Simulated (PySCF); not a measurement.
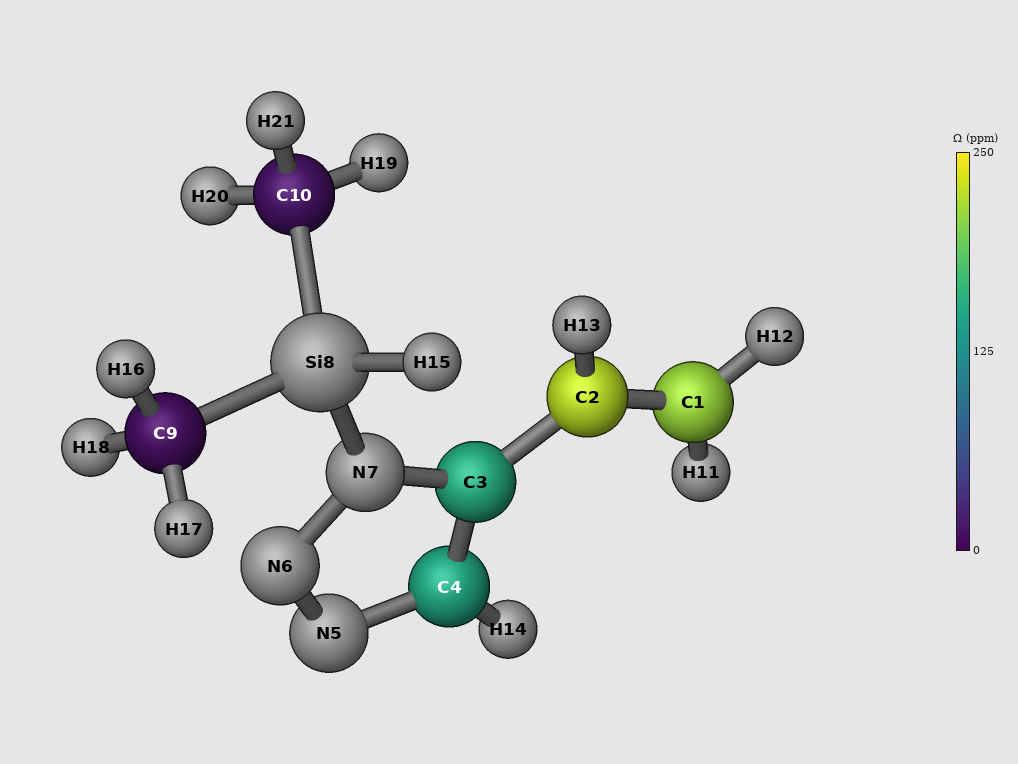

The C atoms are coloured by the span of their shielding tensor. Computed geometry: GFN2-xTB optimisation. No frequency run is at hand to confirm it as a minimum. Level of theory: GIAO PBE0/pcSseg-1 NMR shielding, non-relativistic, gas phase (PySCF 2.14.0). Principal shieldings σ11 ≤ σ22 ≤ σ33, span Ω = σ33 − σ11, skew κ = 3(σiso − σ22)/Ω.

Give the shielding tensors of the C atoms.

| atom | σ11 | σ22 | σ33 | σiso | Ω | κ |
| --- | --- | --- | --- | --- | --- | --- |
| C1 | −45.6 | 71.5 | 166.9 | 64.3 | 212.5 | −0.10 |
| C2 | −60.0 | 67.9 | 164.2 | 57.4 | 224.2 | −0.14 |
| C3 | −28.0 | 14.9 | 129.1 | 38.7 | 157.1 | 0.45 |
| C4 | −25.5 | 55.3 | 125.5 | 51.8 | 151.0 | −0.07 |
| C9 | 183.9 | 191.1 | 194.4 | 189.8 | 10.5 | −0.37 |
| C10 | 180.0 | 187.4 | 193.4 | 187.0 | 13.4 | −0.11 |

Shieldings and span in ppm.

The geometry is semi-empirical. Around Si such bond lengths and angles can be off by a tenth of an ångström or more and by several degrees, and values that hang on the shape move with them.
